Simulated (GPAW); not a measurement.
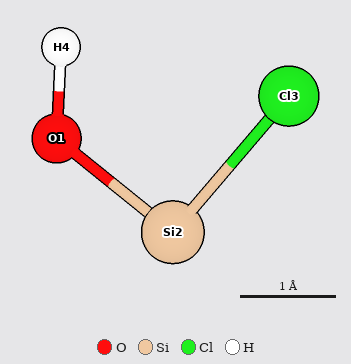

*The structure (ball-and-stick view, seen at an oblique angle; atoms are numbered from 1 in the order of the input).*

# Excited-state calculation of SiHClO

- system: SiHClO, SMILES O[Si]Cl
- method: TDDFT (BP86)/dzp, scalar-relativistic datasets (GPAW 26.7.0)

The geometry was optimised with BP86/lcao.

**The program's output**
```
1    4.527 eV  f = 0.0387
  2    5.139 eV  f = 0.0640
  3    5.711 eV  f = 0.0107
  4    7.117 eV  f = 0.1371
  5    7.411 eV  f = 0.0172
  6    7.441 eV  f = 0.0892
```

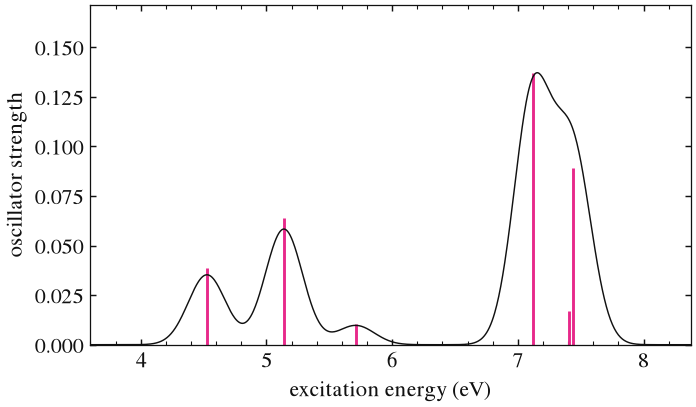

*Computed excitations as sticks (degenerate states added up, dark ones marked on the axis), with a Gaussian envelope of 0.35 eV full width at half maximum, scaled to the tallest.*

Of the 6 states the lowest lies at 4.53 eV (f = 0.039); the strongest line is at 7.12 eV, or 174 nm (f = 0.137).

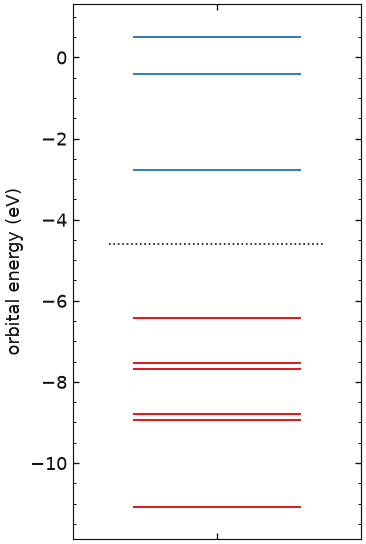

*Orbital energies near the frontier; the dotted line parts filled from empty levels, and levels within 0.02 eV of each other stand side by side.*

Highest filled −6.42 eV, lowest empty −2.77 eV, 3.65 eV apart.

This output came from the following input.

**The input (clhosi_lr.py)**
```python
from ase.io import read
from ase.units import Hartree
from gpaw import GPAW, setup_paths
from gpaw.atom.configurations import parameters
from gpaw.atom.generator import Generator
from gpaw.lrtddft import LrTDDFT

# Set up the molecule
molecule = read("relaxed.xyz")

# PAW datasets for this functional
for symbol in ["Cl", "H", "O", "Si"]:
    Generator(symbol, xcname="GGA_X_B88+GGA_C_P86", scalarrel=True, nofiles=True, txt=None).run(**parameters[symbol])
setup_paths.insert(0, ".")

# GPAW settings
calc = GPAW(mode="lcao",
            xc="GGA_X_B88+GGA_C_P86",
            poissonsolver={"name": "MomentCorrectionPoissonSolver", "poissonsolver": "fast", "moment_corrections": 4},
            nbands="nao",
            basis="dzp",
            symmetry="off",
            maxiter=100,
            legacy_gpaw=True,
            h=0.16,
            txt="clhosi.txt")
molecule.calc = calc
molecule.get_potential_energy()

# Linear-response TDDFT
lr = LrTDDFT(calc, restrict={"jend": 18, "istart": 6}, txt="lr.txt")
lr.diagonalize()
energies = [x.get_energy() * Hartree for x in lr][:6]
strengths = [x.get_oscillator_strength()[0] for x in lr][:6]
for n, (e, f) in enumerate(zip(energies, strengths), 1):
    print(f'{n:3d} {e:8.3f} eV  f = {f:.4f}')
```

**File relaxed.xyz**
```
4
Lattice="12.0 0.0 0.0 0.0 12.0 0.0 0.0 0.0 12.0" Properties=species:S:1:pos:R:3:forces:R:3 energy=-17.461234077359205 pbc="F F F"
O        4.67591985       6.35586875       5.73758399       0.01504425      -0.00875351       0.03936956
Si       5.16308312       5.06768061       6.71367636      -0.02569399       0.00613066      -0.01999718
Cl       7.30312937       5.15398861       6.49888608       0.00167664       0.01147740      -0.01322915
H        5.39154517       6.88264354       5.30091474       0.01854179      -0.02770687      -0.00405306
```

Launch command:
```bash
python3 clhosi_lr.py
```

**Key numbers**

```tsv
quantity	value
outcome	converged
energy relative to the program's reference atoms	−17.3171 eV
basis functions	44
HOMO	−6.42 eV
LUMO	−2.77 eV
dipole moment	0.82 D
lowest excitation	4.53 eV
hardware	1 thread of Intel Xeon @ 2.50GHz (Skylake/Cascade Lake), 12 GiB of memory available, shared host
wall time	4.2 min
peak memory	1.1 GiB
```

**Notes**

Further notes kept with the run: datasets made with stock radii, not tested.
